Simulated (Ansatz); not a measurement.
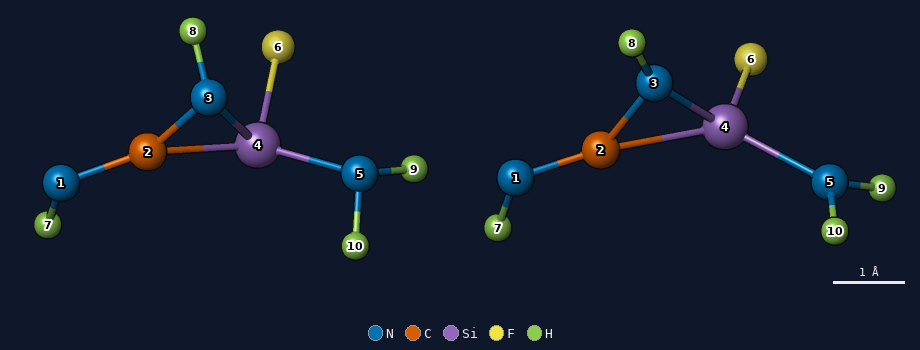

Two geometries of CH₄FN₃Si, drawn at one scale. One is the start of a relaxation, the other its converged end. The picture is a ball-and-stick view, seen face on.

These are results of RKS PBE/def2-SVP in Ansatz, not measurements. Set-up: no spin polarisation; force threshold 0.015 eV/Å; at most 40 steps.

Which one is relaxed?

The right one is the relaxed one. The run prepares an end point of a later path (inversion) calculation, from a guessed geometry. The atom that moves furthest after the best rigid fit is H8 (0.83 Å). Largest moves by element: H 0.83 Å, F 0.43 Å, N 0.33 Å, Si 0.28 Å, C 0.19 Å. Near-neighbour distances that change, for instance: C2–Si4 1.722 → 1.864 Å, C2–N3 1.321 → 1.414 Å, Si4–N5 1.641 → 1.710 Å, N3–H8 0.964 → 1.029 Å. Bond angles that change, for instance: Si4–N3–H8 117.6° → 160.4°, N3–Si4–N5 96.6° → 120.5°, N3–Si4–F6 99.8° → 119.6°. After 13 geometry steps the energy has fallen by 232.4 kJ/mol. The largest force component goes from 5.4 to 0.012 eV/Å.
